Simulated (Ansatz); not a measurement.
# Ag3AuSe2 (I4_132): converging the G0W0 gap, part 2 of 2

Aim: see how the G0W0 gap of Ag3AuSe2 (I4_132) on r2SCAN moves with empty bands and screening cutoff, and what each rung costs.

Ansatz 0.2.0; G0W0 on r2SCAN, plane waves, PAW. Known limits of the many-body steps: not at the basis limit; d shell near the gap, gap tends to lie low; no spin-orbit coupling; coarse k mesh.

So far. Step 5 (5240 empty bands, screening to 280 eV): Against the run with 2×2×2 mesh, 2929 empty bands, screening to 190 eV, hard PAW files, the gap moves by +0.006 eV.

In doubt: one-shot GW on d or f shells is unsure (steps 2, 3, 4, 5, 6), so the values of those runs are not to be relied on.

**6. Changing the k mesh: 4×4×4 mesh, 800 empty bands, screening to 80 eV, hard PAW files**

A second mesh at equal bands and cutoff isolates the sampling error. Bands and cutoff differ from the step before, so it is read against an earlier run that matches them.

input.yaml reads:

```yaml
crystal:
  lattice:
    - [-4.975, 4.975, 4.975]
    - [4.975, -4.975, 4.975]
    - [4.975, 4.975, -4.975]
  atoms:
    - { symbol: Ag, position: [0.25, 0.6207106707, 0.3707106707] }
    - { symbol: Ag, position: [0.6207106707, 0.75, 0.3707106707] }
    - { symbol: Ag, position: [0.75, 0.8792893293, 0.1292893293] }
    - { symbol: Ag, position: [0.8792893293, 0.25, 0.1292893293] }
    - { symbol: Ag, position: [0.3707106707, 0.25, 0.6207106707] }
    - { symbol: Ag, position: [0.3707106707, 0.6207106707, 0.75] }
    - { symbol: Ag, position: [0.1292893293, 0.75, 0.8792893293] }
    - { symbol: Ag, position: [0.1292893293, 0.8792893293, 0.25] }
    - { symbol: Ag, position: [0.25, 0.1292893293, 0.8792893293] }
    - { symbol: Ag, position: [0.6207106707, 0.3707106707, 0.25] }
    - { symbol: Ag, position: [0.75, 0.3707106707, 0.6207106707] }
    - { symbol: Ag, position: [0.8792893293, 0.1292893293, 0.75] }
    - { symbol: Se, position: [0.5378148057, 0.5378148057, 0.5378148057] }
    - { symbol: Se, position: [0.5378148057, 0.5, 0.0] }
    - { symbol: Se, position: [0.5, 0.0, 0.9621851943] }
    - { symbol: Se, position: [0.0, 0.5378148057, 0.5] }
    - { symbol: Se, position: [0.9621851943, 0.5, 0.0] }
    - { symbol: Se, position: [0.9621851943, 0.9621851943, 0.9621851943] }
    - { symbol: Se, position: [0.0, 0.9621851943, 0.5] }
    - { symbol: Se, position: [0.5, 0.0, 0.5378148057] }
    - { symbol: Au, position: [0.25, 0.25, 0.25] }
    - { symbol: Au, position: [0.25, 0.5, 0.0] }
    - { symbol: Au, position: [0.5, 0.0, 0.25] }
    - { symbol: Au, position: [0.0, 0.25, 0.5] }
kpoints:
  mp_grid: { grid: [4, 4, 4] }
hamiltonian:
  xc: r2scan
  pseudopotentials: { kind: paw, source: ansatz }
scf:
  occupations: { method: fixed }
gw:
  n_empty_bands: 800
  ecut_chi: 80.0
  qp_bands: [v4, c4]
  qp_kpoints: band_edges
  screening: { model: contour_deformation }
```

The run is started by

```console
$ ansatz run input.yaml --threads 16 --pin off --max-ram 82944MiB --backend cuda --events-out ev --progress --plain --runs-dir out --devices 1 --max-vram 78GiB
```

Numbers of over 12 decimals in the logs are rounded to 6 here.

Output:

```text
GPUs: using 1 of 1 available (devices: 1).
[...]
Crystal: 24 atoms, lattice volume = 492.537 Å³
Basis set: ecut = 930 eV, 31677 PW (Γ), exchange–correlation on 432×432×432 points (64 copies of the dense FFT grid, shifted against one another)
Bands: 260, of which v1, the nominal top of the filled ones, is band 216 counted from 1 (215 counted from 0)
Symmetry: 24 space group operations
[...]
k-points: 8 of 64
[...]
1   218     15.0821   -12.3117    -2.7843   -15.2493  0.7857    15.2359    15.2353  root
     1   219     15.3831   -11.6244    -2.9750   -14.7442  0.7837    15.5284    15.5279  root
[...]
7   217     15.8976   -11.0200    -3.2526   -14.4249  0.7786    16.0505    16.0500  root
     7   218     15.8976   -11.0200    -3.2526   -14.4249  0.7786    16.0505    16.0500  root
     7   219     15.8976   -11.0200    -3.2526   -14.4249  0.7786    16.0505    16.0500  root
     7   220     16.4403   -12.4361    -3.4057   -16.1169  0.7696    16.7181    16.7154  root
[key lines of the parts left out:]
SCF converged after 11 iterations
```

Run time: 3 min. Hardware: 1 × NVIDIA GB200 (shared by 2 runs) with 16 threads of Arm Neoverse V2, shared host; peak memory 17 GiB.

This step gave:

| Property | Result |
| --- | --- |
| bands summed | 1016 |
| RPA ε∞ on this mesh (eigenvalues) | 13.59, 13.59, 13.59 |
| plane waves in the screening matrix | 791 |
| G0W0 gap on the mesh | 0.6445 eV |
| k of the valence top | 0, 0, 0 |
| k of the conduction bottom | 0, 0, 0 |
| starting gap on the mesh | 0.4715 eV |
| least direct G0W0 gap on the computed points | 0.6445 eV |

Against the run with 2×2×2 mesh, 800 empty bands, screening to 80 eV, hard PAW files, the gap moves by +0.04 eV.

**7. Convergence and cost**

Times are wall times on 1 × NVIDIA GB200 (shared by 2 runs) with 16 threads of Arm Neoverse V2, shared host, good to a factor of about two.

```tsv
mesh	files	frequency	bands summed	cutoff (eV)	start (eV)	G0W0 (eV)	time	host memory (GiB)
2×2×2	hard PAW	contour deformation	1016	80	0.461	0.605	16 s	9.3
2×2×2	hard PAW	contour deformation	1686	120	0.461	0.632	30 s	12
2×2×2	hard PAW	contour deformation	3145	190	0.461	0.630	67 s	21
2×2×2	hard PAW	contour deformation	5456	280	0.461	0.636	4.4 min	35
4×4×4	hard PAW	contour deformation	1016	80	0.472	0.645	3 min	17
```

How the two edges are built up, in eV (the quasiparticle level is the starting level plus Σx plus Σc less Vxc):

```tsv
run	edge	start	Σx	Σc	Vxc	Z	QP
1016 bands	valence top	13.81	-24.45	2.74	-21.80	0.75	13.90
1016 bands	conduction bottom	14.28	-13.36	-3.23	-16.83	0.77	14.51
1686 bands	valence top	13.81	-24.45	2.54	-21.80	0.74	13.70
1686 bands	conduction bottom	14.28	-13.36	-3.41	-16.83	0.77	14.33
3145 bands	valence top	13.81	-24.45	2.37	-21.80	0.74	13.54
3145 bands	conduction bottom	14.28	-13.36	-3.58	-16.83	0.77	14.17
5456 bands	valence top	13.81	-24.45	2.29	-21.80	0.74	13.45
5456 bands	conduction bottom	14.28	-13.36	-3.66	-16.83	0.77	14.09
```

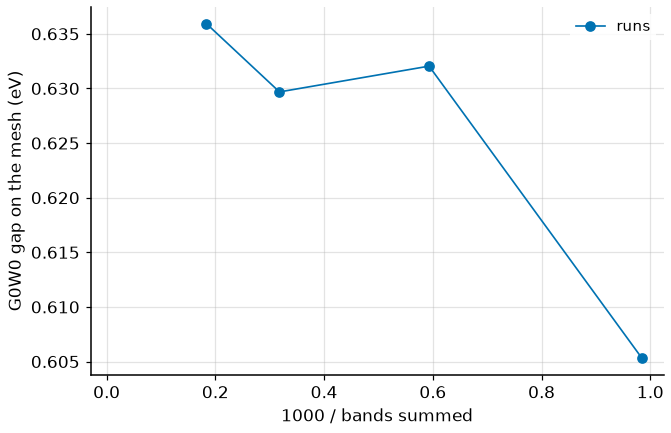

The gap against one over the number of bands.

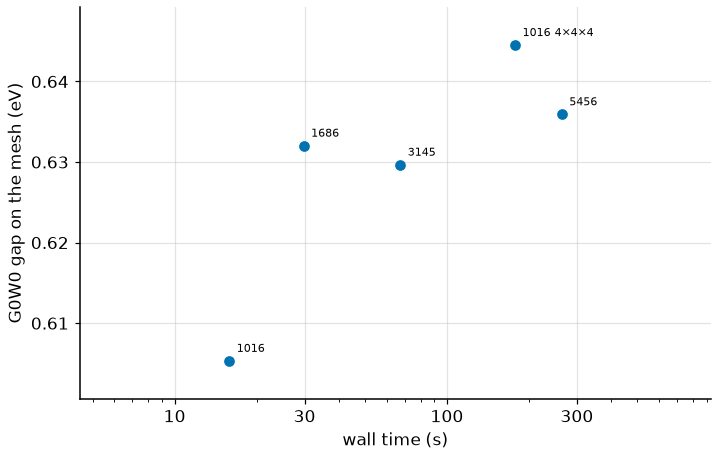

Result against wall time.

**8. What came out**

| Quantity | Value |
| --- | --- |
| 1016 bands, 80 eV | 0.605 eV |
| 1686 bands, 120 eV | 0.632 eV |
| 3145 bands, 190 eV | 0.630 eV |
| 5456 bands, 280 eV | 0.636 eV |
| mesh and start | 2×2×2, r2SCAN |

What this shows: From 1016 to 5456 bands the gap moves by +0.03 eV while the time grows 17-fold. Σc changes by −0.45 eV at the valence top and −0.42 eV at the conduction bottom, so the levels themselves move more than the gap between them. The gap turns back along the series, so no limit is drawn from it. On the 4×4×4 mesh in place of 2×2×2 the gap differs by +0.04 eV, of which +0.01 eV is already in the start. Gaps are over the mesh's points; an edge off the mesh would be missed. The 2×2×2 mesh is coarse for this cell (its supercell is 17 Å along the shortest edge). The RPA ε∞ on it, from the r2SCAN start, is 22.92; such meshes misread the long-range screening, most where the gap is narrow. A d shell, filled or nearly so, lies near the gap. One-shot GW converges very slowly in bands there, not always from below, and on a semilocal start the gap tends to come out low; starts rich in exact exchange can overshoot instead. The many-body steps are scalar-relativistic: spin-orbit coupling is not in them.

[Paths, hosts, dates, memory and timing lines, banners, echoed tables and standing remarks are left out of the program output.]

[Logs are printed without paths, hosts, clocks, repeated set-up lines and the standing remarks that a program may print on its own settings, such as how far it seeks lower states.]

[Runs of the session that timed out or met a known fault of the program may be left out.]

[Cells called generated may have been cut or substituted from an entry of the Crystallography Open Database or the Materials Project.]

[Hosts, paths, dates, database ids (printed as entryN), source tags and the programs' standing remarks are cut or masked in the printed files.]
